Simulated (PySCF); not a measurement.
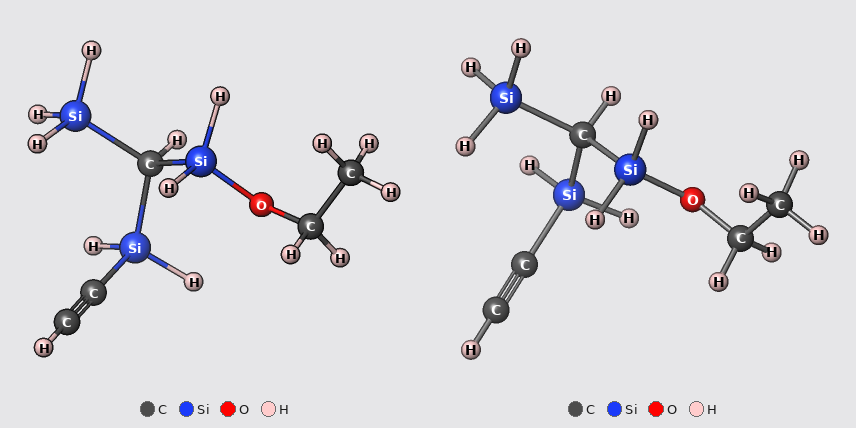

Both panels show the same species.

The computed structure is the end point of a GFN2-xTB optimisation. No frequency run is at hand to confirm it as a minimum.

**Give the formula.**

C₅H₁₄OSi₃, 23 atoms: 5 carbon, 14 hydrogen, 1 oxygen and 3 silicon.

**What is its SMILES?**

C#C[SiH2][C@@H]([SiH3])[SiH2]OCC

**Name functional groups in it.**

Among them: alkyne, Si–H bond, Si–O bond.

More results for the same structure follow; atom numbers are the same in all pictures, views and colours differ.

### Shape

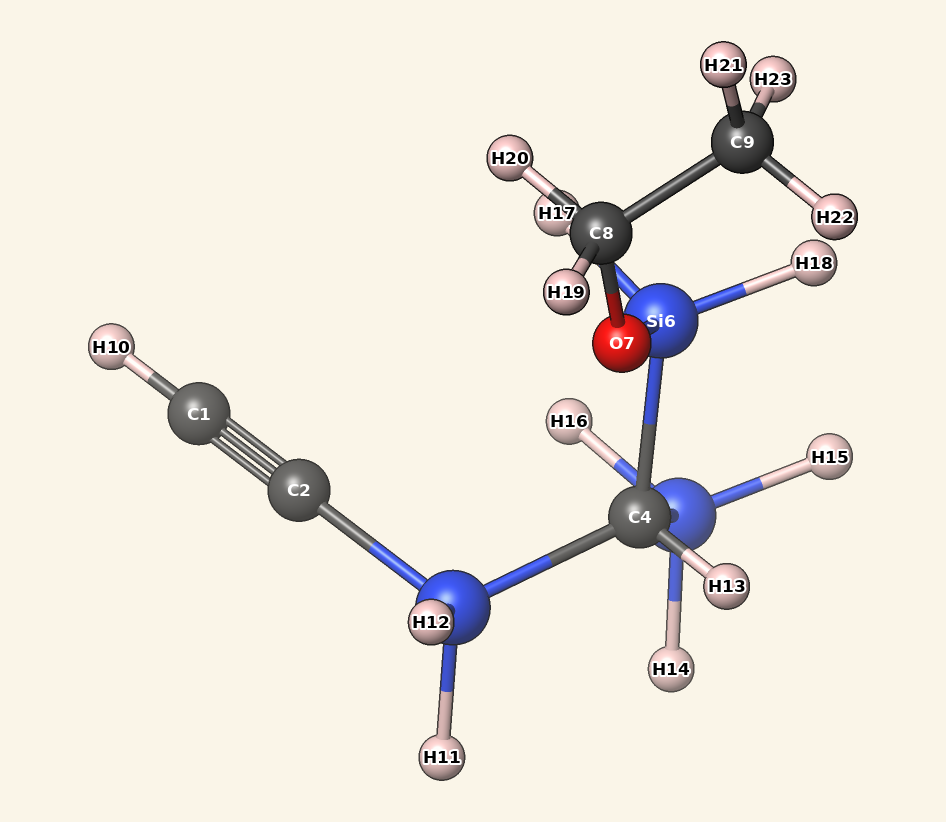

Si6 lies behind O7. The molecule seen a little off the O7–Si6 bond, O7 in front. Distant atoms are faded towards the background colour. No frequency run is at hand to confirm it as a minimum.

**What is the torsion angle C8–O7–Si6–C4? The sign is positive where the front bond must turn clockwise to cover the back bond.**

−171°, antiperiplanar (anti).

### Electronic properties

No frequency run is at hand to confirm it as a minimum. Method: PBE0/pcSseg-1, gas phase (PySCF 2.14.0).

**Give the LUMO energy (Kohn–Sham orbital) at this level.**

−0.02 eV.

**What is the HOMO energy (Kohn–Sham orbital)?**

−8.04 eV.

**What is the dipole moment?**

1.59 D.

### NMR shielding

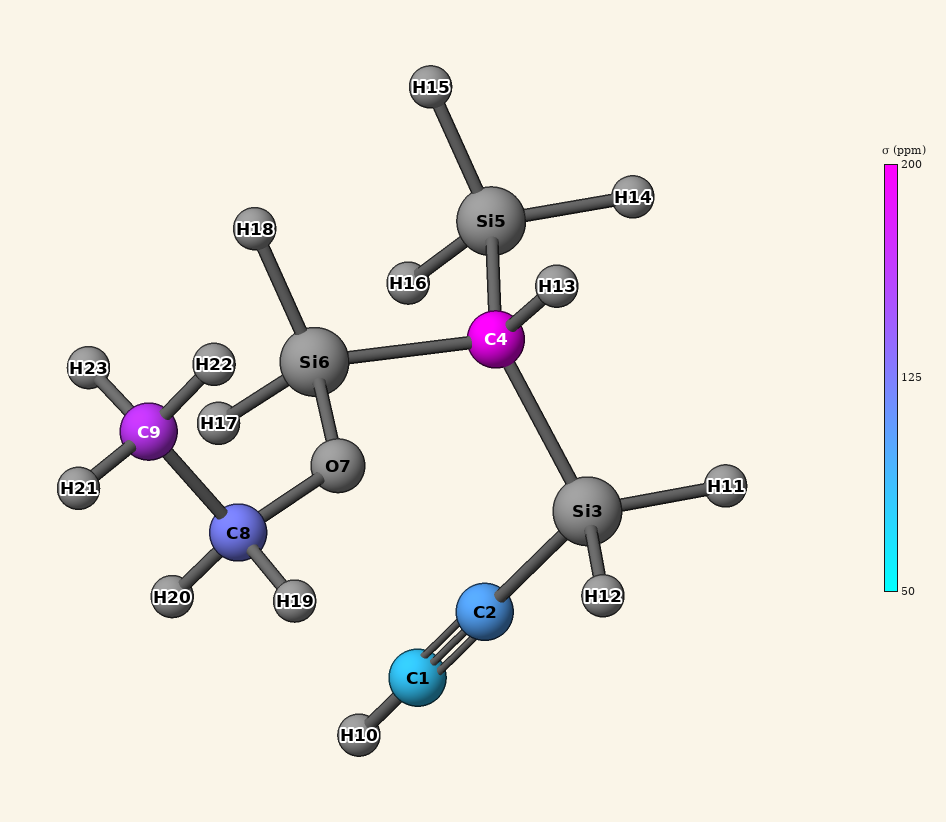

Atoms are coloured by their isotropic NMR shieldings (C only, the others grey). No frequency run is at hand to confirm it as a minimum. Properties computed with GIAO PBE0/pcSseg-1 NMR shielding, non-relativistic, gas phase (PySCF 2.14.0).

Give the isotropic NMR shieldings of the C atoms atom by atom.

```csv
atom,σ (ppm)
C1,81.3
C2,101.0
C4,197.8
C8,122.8
C9,166.8
```

### Quadrupole coupling

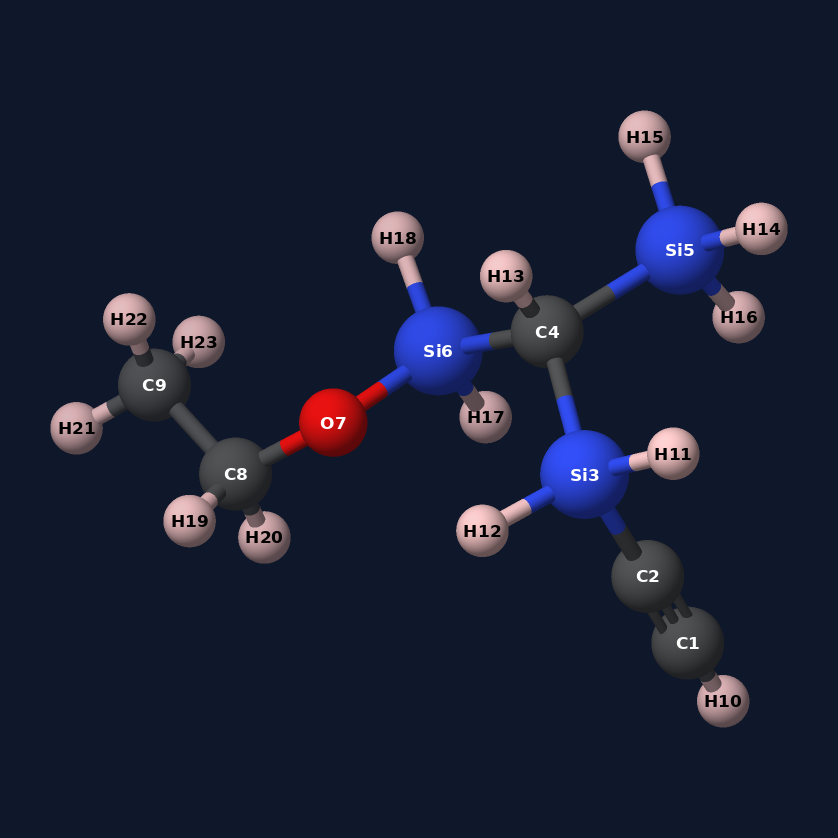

No frequency run is at hand to confirm it as a minimum. Electric field gradients from the ground-state density, PBE0/pcSseg-1 (PySCF 2.14.0), non-relativistic apart from any core potentials.

Give the largest field-gradient component, the quadrupole coupling constant and the asymmetry for 17O at O7 (Q = −25.6 mb), 2H at H10 (Q = 2.86 mb), 2H at H11 (Q = 2.86 mb).

| atom | V_zz (a.u.) | e²qQ/h (MHz) | η |
| --- | --- | --- | --- |
| O7 | 1.676 | −10.08 | 0.37 |
| H10 | 0.386 | 0.259 | 0.00 |
| H11 | 0.154 | 0.104 | 0.01 |

### Charges

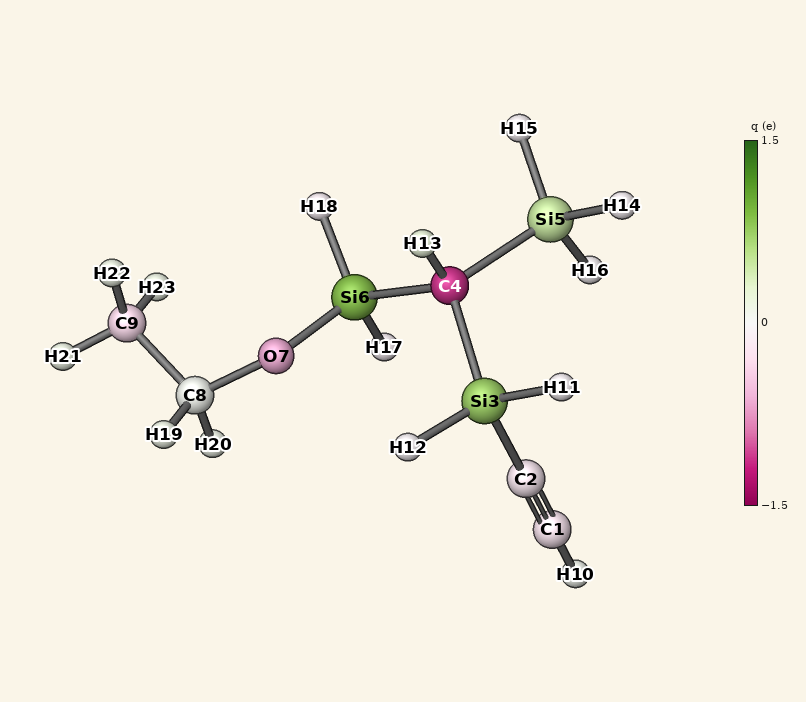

Atoms are coloured by their Mulliken charges. No frequency run is at hand to confirm it as a minimum. Level of theory: PBE0/pcSseg-1, gas phase (PySCF 2.14.0).

List the Mulliken charges.

| atom | value (e) |
| --- | --- |
| C1 | −0.21 |
| C2 | −0.17 |
| Si3 | 0.72 |
| C4 | −1.10 |
| Si5 | 0.47 |
| Si6 | 0.84 |
| O7 | −0.64 |
| C8 | 0.06 |
| C9 | −0.33 |
| H10 | 0.06 |
| H11 | −0.06 |
| H12 | −0.05 |
| H13 | 0.20 |
| H14 | −0.07 |
| H15 | −0.07 |
| H16 | −0.05 |
| H17 | −0.09 |
| H18 | −0.10 |
| H19 | 0.12 |
| H20 | 0.10 |
| H21 | 0.12 |
| H22 | 0.12 |
| H23 | 0.12 |

Mulliken values depend strongly on the basis set and can even reverse the polarity of a bond. The geometry is semi-empirical. Around Si such bond lengths and angles can be off by a tenth of an ångström or more and by several degrees, and values that hang on the shape move with them.
